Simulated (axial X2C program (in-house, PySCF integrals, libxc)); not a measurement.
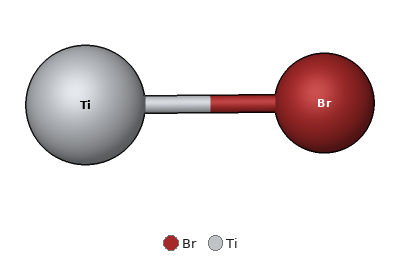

Fig. 1: The molecule at the reference distance of 2.520 Å.

## Run report: BrTi⁻, relativistic diatomic calculation

BrTi⁻, single determinant with Ω = 2. The distance is the PBE0 minimum at charge −1. Computed at this level: expectation values, HF and Kohn-Sham, two-component X2C with atomic mean-field Coulomb and Gaunt terms, Br dyall-acv3z, Ti dyall-acv3z (cores contracted) (axial X2C program (in-house, PySCF integrals, libxc)).

## Results in brief

- outcome: converged; the levels of theory disagree widely; a filled level lies above zero
- hardware: 1 thread of AMD EPYC (Zen 5), 64 GiB of memory available, shared host
- wall time: 6.3 s
- peak memory: 0.53 GiB

## Remarks

The highest filled level (PBE0, up to 0.19 eV) lies above zero. That is common for anions, where the functional's self-interaction leaves the outer electrons unbound; only the finite basis holds them, so such levels depend on it.

## Input file
```
{"zs": [35, 22], "q": -1, "bas": ["dyall-acv3z", "dyall-acv3z"], "r0": 2.5, "levels": ["PBE0", "HF", "B3LYP", "TPSSh", "r2SCAN"], "nst": 3}
```

The line is the task of a batch: nuclear charges, charge, bases, the levels to run, a first guess of the distance and further settings. This report covers the levels named above. The log is that of the reference distance.

Launched within a batch (the task file carries these settings):
```bash
python <driver script> task.json out
```

## Output
```
two-component X2C + atomic mean field  PBE0
basis functions 243  fitting functions 1329  grid points 5803
iter        total energy     max residual
   1      -3457.528700392     3.40e+00
   2      -3458.629570547     1.75e-02
   3      -3458.625955100     2.94e-02
   4      -3458.634386260     1.79e-03
   5      -3458.634513251     1.72e-03
   6      -3458.634564997     1.25e-04
   7      -3458.634566355     6.27e-05
   8      -3458.634566594     5.61e-05
   9      -3458.634566694     1.89e-05
  10      -3458.634566711     4.76e-06
  11      -3458.634566718     3.77e-06
  12      -3458.634566723     2.18e-06
  13      -3458.634566725     8.38e-07
  14      -3458.634566725     3.04e-07
converged
one-electron -5124.72923437  Coulomb 1640.58739888  exact exchange -33.15790790  xc functional -101.84267004  nuclear repulsion 161.69303667  atomic mean-field constant -1.18518997
```

## Expectation values by level of theory

```
                                             quantity    PBE0      HF   B3LYP   TPSSh  r2SCAN
effective field for an electron dipole moment (GV/cm)   0.327   0.775   0.276   0.348   0.411
           field gradient at the first nucleus (a.u.)   0.822   0.403   0.764   0.859   0.853
          field gradient at the second nucleus (a.u.)  −0.477  −0.393  −0.433  −0.515  −0.576
                           A∥/gI, first nucleus (MHz)    36.5    25.8    38.6    39.6    45.1
                          A∥/gI, second nucleus (MHz)     233     256     253     244     184
```

Each column comes from one determinant with 2 or more unpaired spinors, which can mix states, in a basis with contracted cores. The levels disagree widely: the effective field runs from 0.276 to 0.775 GV/cm and the field gradient at the first nucleus runs from 0.403 to 0.859 a.u. They may not all have settled in the same state, and these values aren't reliable properties of the molecule.

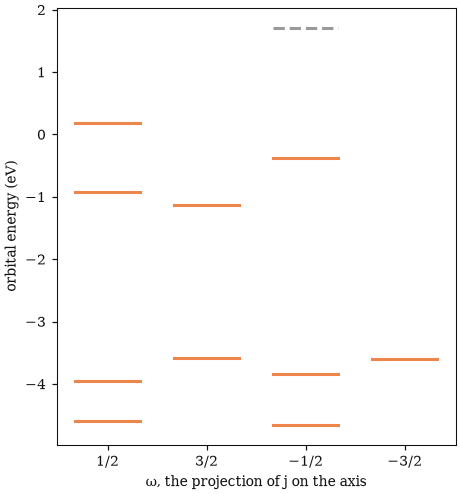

Fig. 2: Orbital energies (PBE0) near the frontier at 2.52 Å, filled (solid) and empty (dashed). The highest filled spinor (1/2; 69 % Ti s, 20 % Ti p) lies at 0.19 eV, the lowest empty one (−1/2; 99 % Ti p) at 1.71 eV. A filled level above zero is held only by the finite basis .
